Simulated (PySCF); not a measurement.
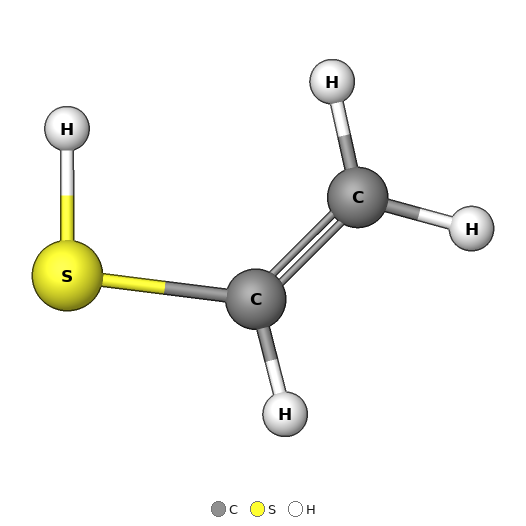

Ball-and-stick drawing of a structure.

Computed geometry: PBE0-D3(BJ)/def2-TZVP optimisation. No frequency run is at hand to confirm it as a minimum.

**Which formula does it have?**

C2H4S, 7 atoms: 2 carbon, 4 hydrogen and 1 sulfur.

**Name some functional groups or characteristic bonds that it holds.**

Among them: alkene, thiol.

**Describe its rings.**

It has no ring.

**What is its SMILES?**

C=CS

**Count the bonded pairs by element.**

3 C–H, 1 C–C, 1 C–S, 1 S–H.

More results for the same structure follow; atom numbers are the same in all pictures, views and colours differ.

Geometry

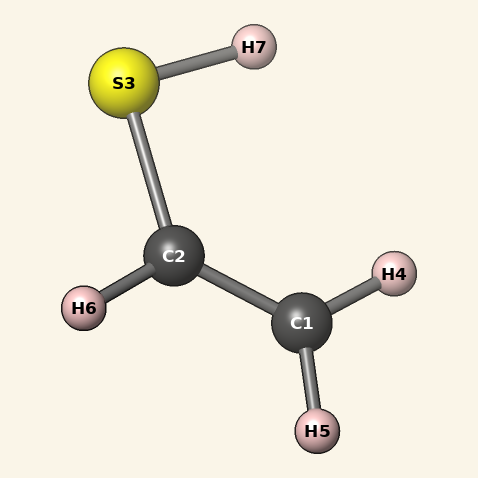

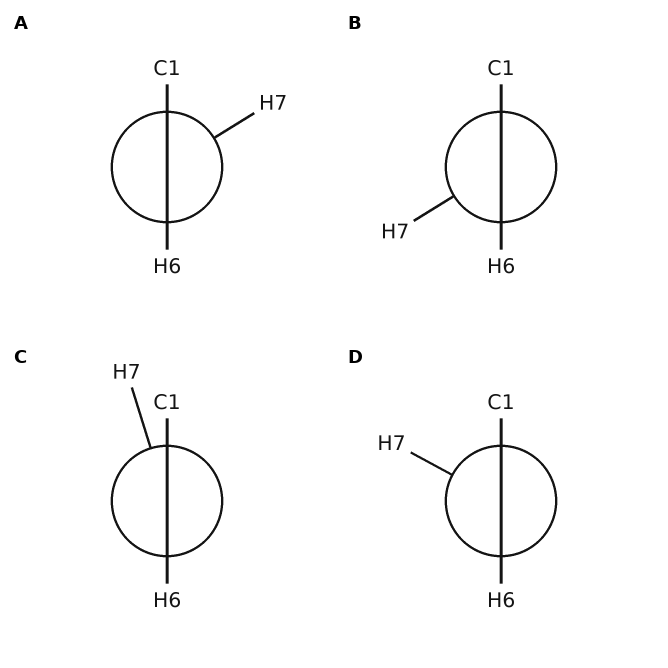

Distant atoms are faded towards the background colour. Bonds that would overlap in a projection are set slightly apart. No frequency run is at hand to confirm it as a minimum.

**Which Newman projection shows the view along C2–S3, with C2 in front?**

C. The torsion angle C1–C2–S3–H7 is −2°, synperiplanar (eclipsed).

NMR shielding

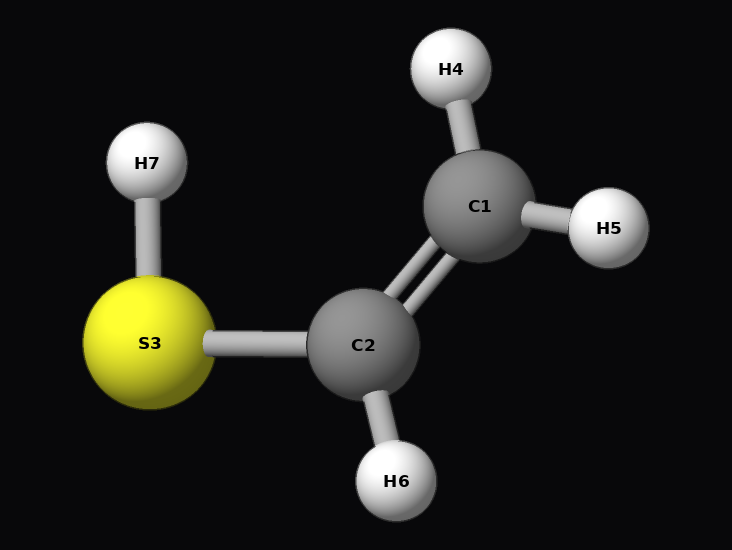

The questions are on isotropic NMR shieldings of the C atoms. No frequency run is at hand to confirm it as a minimum. Method: GIAO PBE0/pcSseg-2 NMR shielding, non-relativistic, gas phase (PySCF 2.14.0).

List the isotropic NMR shieldings of the C atoms.

| atom | σ (ppm) |
| --- | --- |
| C1 | 67.7 |
| C2 | 44.5 |

Bond orders

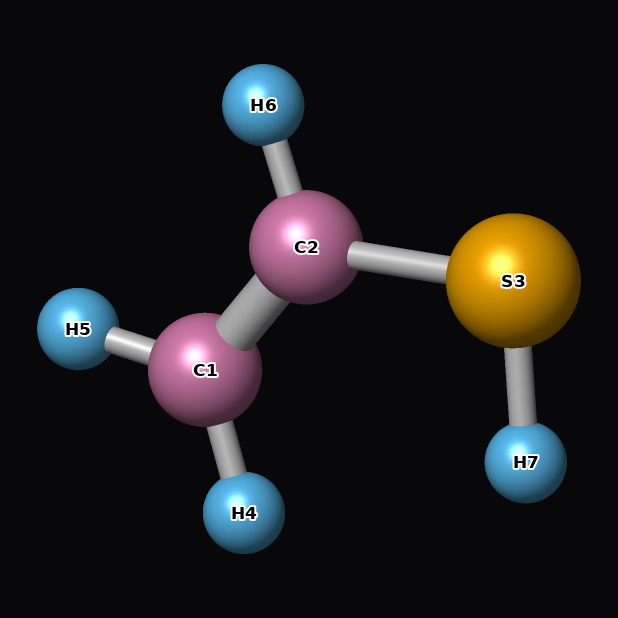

The thickness of each stick grows with its Mayer bond order. No frequency run is at hand to confirm it as a minimum. Method: PBE0/pcSseg-2 (PySCF 2.14.0).

**Which bond has the highest Mayer bond order?**

C1–C2, 1.86, at a length of 1.327 Å.

List the Mayer bond orders of C1–C2, C1–H4, C1–H5, C2–S3, C2–H6, S3–H7.

```csv
bond,Mayer order,length (Å)
C1–C2,1.86,1.327
C1–H4,1.01,1.084
C1–H5,0.99,1.083
C2–S3,1.07,1.744
C2–H6,0.96,1.086
S3–H7,1.03,1.343
```

Charges

The questions are on ESP-fitted charges. No frequency run is at hand to confirm it as a minimum. Method: PBE0/pcSseg-2, gas phase (PySCF 2.14.0).

List the ESP-fitted charges.

```csv
atom,value (e)
C1,−0.55
C2,−0.12
S3,−0.22
H4,0.24
H5,0.21
H6,0.24
H7,0.21
```
